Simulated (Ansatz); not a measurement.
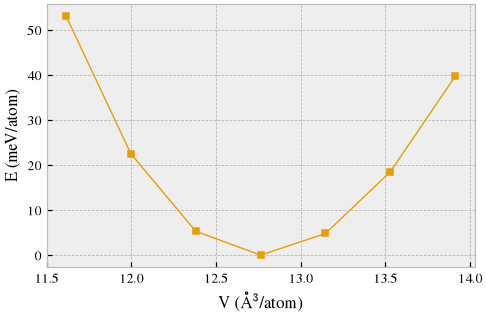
ZrB2 (MoSi2 or CaC2 type, I4/mmm) under volume change, r²SCAN (plane waves, PAW; program Ansatz), shape and atoms relaxed at each volume.

What does a third-order Birch–Murnaghan fit give for V₀, B₀ and B′?

V₀ = 12.76 Å³/atom, B₀ = 141 GPa, B′ = 3.8.

A made-up cell: these elements were put on the sites of a structure type; neither database checked (COD, Materials Project) lists it. It is not the phase usual at ambient conditions (space group No. 191). The cell was relaxed with r²SCAN under the symmetry of its start; whether a distortion lowers the energy is not shown. The run is not spin-polarised.

Potentials: the later of the program's two PAW sets.
